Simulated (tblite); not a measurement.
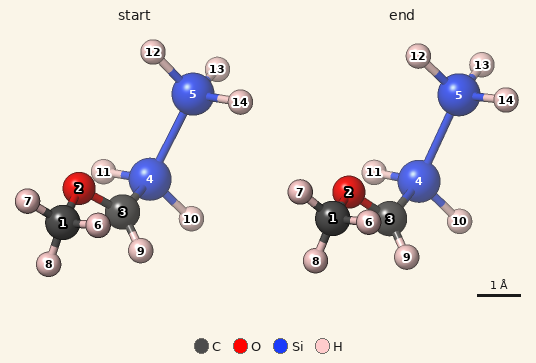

The structure of C₂H₉OSi₂ (multiplicity 2) before (left) and after (right) a relaxation, at one scale.

A ball-and-stick model, seen from a free direction.

Computed with tblite 0.8.0, GFN2-xTB geometry optimisation, gas phase. 

Summarise the run.

The atom that moves furthest after the best rigid fit is H7 (0.25 Å). By element the largest moves are H 0.25 Å, C 0.19 Å, O 0.13 Å, Si 0.08 Å. Some distances before and after: C1–O2 1.434 → 1.404 Å, C3–Si4 1.812 → 1.842 Å, Si4–Si5 2.296 → 2.321 Å, Si4–H11 1.497 → 1.474 Å. Among the angles between lasting bonds that change: C1–O2–C3 112.2° → 116.6°, Si4–C3–H9 120.6° → 124.9°, C3–Si4–H10 108.5° → 104.6°. The energy falls by 2.55 kcal/mol in 86 geometry steps. The run took 0.48 s on 1 thread of Arm Neoverse V1 (shared host).
